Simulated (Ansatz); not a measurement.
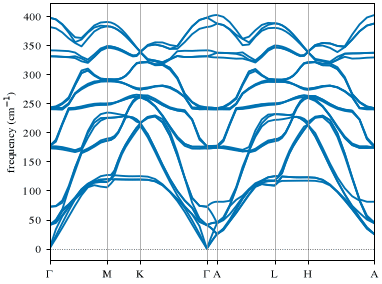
Figure: Phonon dispersion of TiS$_{2}$ (CdI2 type, P-3m1), DFT-PBE+D3(BJ) in the program Ansatz with PAW potentials; imaginary frequencies are drawn negative

Task: Is this phase dynamically stable?

Result: Yes, on this path no branch is imaginary.

Task: How high does the spectrum reach?

Result: About 400 cm⁻¹ (12.1 THz).

The PBE+D3(BJ) relaxation kept the symmetry of its start. The run is not spin-polarised. As this level gives no gap, phonon frequencies hold no LO–TO term and depend on the k-mesh and smearing (Fermi–Dirac, 0.1 eV here).

Potentials: the later of the program's two PAW sets.
